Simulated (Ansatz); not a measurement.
**BFH7NSi2: ladder of methods at one geometry, by script**

The task is a ladder of methods at one geometry, for BFH7NSi2. SMILES: BN([SiH3])[SiH2]F.

All numbers are computed with Ansatz 0.2.0 through its Python package. The levels of theory stand in the script.

## Step 1: The system

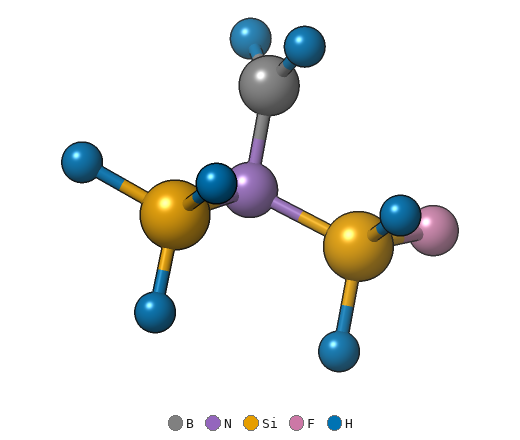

The starting structure, viewed from a chosen angle; boron grey, nitrogen purple, silicon amber, fluorine pink, hydrogen blue.

The script reads bfh7nsi2.xyz:

```xyz
12

B     0.30030    1.57590    0.03050
N    -0.55340    0.35150    0.29390
Si    0.40800   -0.70110    1.33800
Si   -0.71500   -0.49010   -1.26740
F    -1.73100    0.43960   -2.30930
H     1.32070    1.58550   -0.48930
H    -0.17150    2.67470    0.31560
H    -0.24640   -1.93720    1.61010
H     0.69860   -0.00520    2.67310
H     1.72730   -1.01120    0.72640
H    -1.48990   -1.77680   -1.00260
H     0.52940   -0.76080   -1.88490
```

## Step 2: The script

methods_bfh7nsi2.py

```python
from pathlib import Path

import ansatz as az
import numpy as np

bfh7nsi2 = az.Crystal.molecule_from_extxyz("bfh7nsi2.xyz")

base = bfh7nsi2.calculation().basis(gaussian="cc-pVDZ")

print("functional    E (Ha)        dipole (D)   HOMO (eV)  LUMO (eV)")
for name in ["r2scan0", "hf", "revpbe", "hse06", "cam_b3lyp"]:
    report = base.functional(name).forces().orbitals().run(runs_dir="runs").report
    lines = Path(report["orbitals_path"]).read_text().splitlines()
    field_of = lambda key: [line.split("=")[1].strip() for line in lines if line.startswith(key)]
    orbitals = [(27.211386 * float(e), s, float(n)) for e, s, n in zip(field_of("Ene="), field_of("Spin="), field_of("Occup="))]
    homo = max(e for e, _, n in orbitals if n > 0.5)
    lumo = min(e for e, _, n in orbitals if n < 0.5)
    dipole = 4.803205 * np.linalg.norm(report["charge_distribution"]["dipole_moment_e_ang"])
    print(f"{name:10s} {report['free_energy_ev'] / 27.211386246:14.6f} {dipole:9.3f} {homo:11.3f} {lumo:10.3f}")
```

## Step 3: The input behind the calls

The engine receives this input (first run):

```yaml
crystal:
  periodic: [false, false, false]
  atoms:
    - { symbol: B, position_ang: [0.3003, 1.5759, 0.0305] }
    - { symbol: "N", position_ang: [-0.5534, 0.3515, 0.2939] }
    - { symbol: Si, position_ang: [0.408, -0.7011, 1.338] }
    - { symbol: Si, position_ang: [-0.715, -0.4901, -1.2674] }
    - { symbol: F, position_ang: [-1.731, 0.4396, -2.3093] }
    - { symbol: H, position_ang: [1.3207, 1.5855, -0.4893] }
    - { symbol: H, position_ang: [-0.1715, 2.6747, 0.3156] }
    - { symbol: H, position_ang: [-0.2464, -1.9372, 1.6101] }
    - { symbol: H, position_ang: [0.6986, -0.0052, 2.6731] }
    - { symbol: H, position_ang: [1.7273, -1.0112, 0.7264] }
    - { symbol: H, position_ang: [-1.4899, -1.7768, -1.0026] }
    - { symbol: H, position_ang: [0.5294, -0.7608, -1.8849] }
basis:
  gaussian:
    orbitals: cc-pVDZ
hamiltonian:
  xc: r2scan0
output:
  orbitals: {}
  forces: true
```

## Step 4: The run

Launch:

```sh
$ python methods_bfh7nsi2.py
```

The program printed:

```text
functional    E (Ha)        dipole (D)   HOMO (eV)  LUMO (eV)
r2scan0       -762.517956     2.285      -8.095     -1.771
hf            -760.579368     2.614     -11.253      1.777
revpbe        -762.497675     1.987      -6.465     -2.837
hse06         -762.219623     2.228      -7.471     -2.356
cam_b3lyp     -762.625323     2.253      -9.189     -0.785
```

It took 36 s on 1 thread of Arm Neoverse V1, shared host; peak memory 0.36 GiB.

## Step 5: Inputs of later runs

The engine's inputs for some of the other runs:

Run 2, against run 1:

```diff
@@ -20 +20 @@
-  xc: r2scan0
+  xc: hf
```

Run 3, against run 1:

```diff
@@ -20 +20 @@
-  xc: r2scan0
+  xc: revpbe
```

Run 4, against run 1:

```diff
@@ -20 +20 @@
-  xc: r2scan0
+  xc: hse06
```

## Step 6: What each run gave

The 5 runs, in the order started:

```csv
run,functional,energy (eV),SCF cycles,CPU time (s)
1,r2scan0,-20749.1706,17,12
2,hf,-20696.4190,13,3
3,revpbe,-20748.6187,18,5.1
4,hse06,-20741.0526,17,7.5
5,cam_b3lyp,-20752.0922,17,8
```

Totals under unlike functionals or potentials can't be compared directly.

The fields below are those of run 1.

## Step 7: The molecule's orbitals and density

The fields below are evaluated on a grid from the run's orbitals.

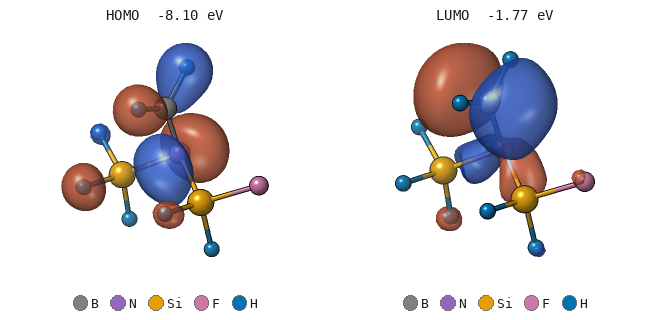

Frontier orbitals at r2SCAN0/cc-pVDZ; each surface holds 70 % of the orbital's density, blue and red mark the sign.

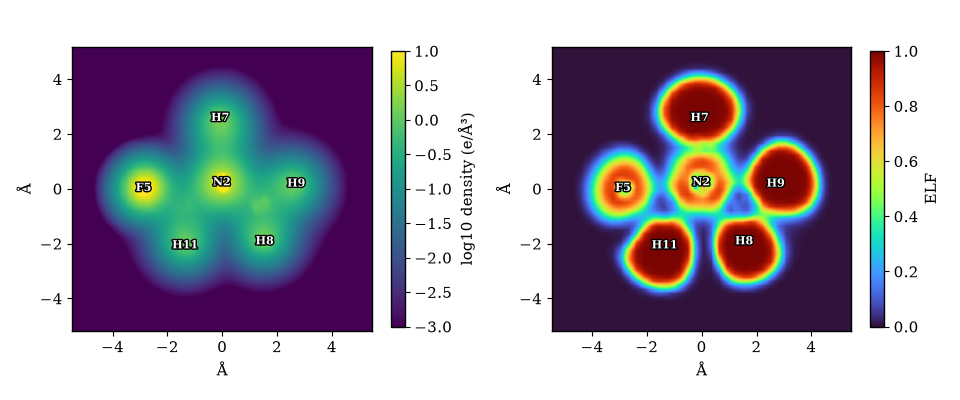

Density (left) and ELF (right) in a plane through or near 6 of the atoms.

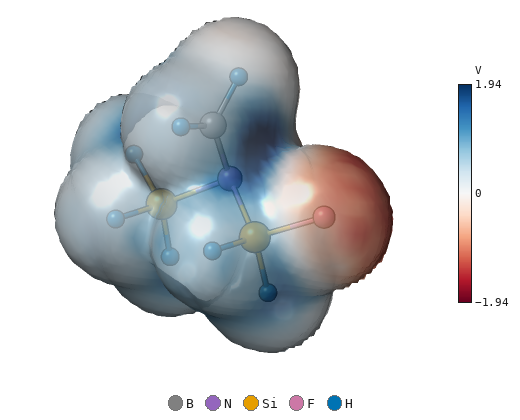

Electrostatic potential on the surface of density 0.002 e/bohr³; red is low, blue high. It runs from -1.22 V near F5 to 1.94 V near B1.

## Step 8: Results

| quantity | value |
| --- | --- |
| runs compared | 5 |
| HOMO-LUMO gap of the mean field (r2SCAN0/cc-pVDZ) | 6.32 eV |

In words: All 5 runs converged, in 13 to 18 cycles. What to keep in mind:
- The geometry is a force-field or estimated start, not a minimum of this method, and the basis set is short of its limit. A lower total doesn't mark the better method: functionals have no common bound, and MP2 and coupled cluster aren't variational.
- Levels such as HOMO and LUMO are orbital energies: with these approximate functionals they aren't the ionisation energy and electron affinity, and their gap isn't the fundamental gap.
- For Al to Cl the sets with a tight d function, cc-pV(X+d)Z, are usual.
- hse06 follows the composition of plane-wave codes, whose totals differ by tens of mHa, up to about 0.1 Ha, from the form usual in Gaussian-basis programs (wpbeh).
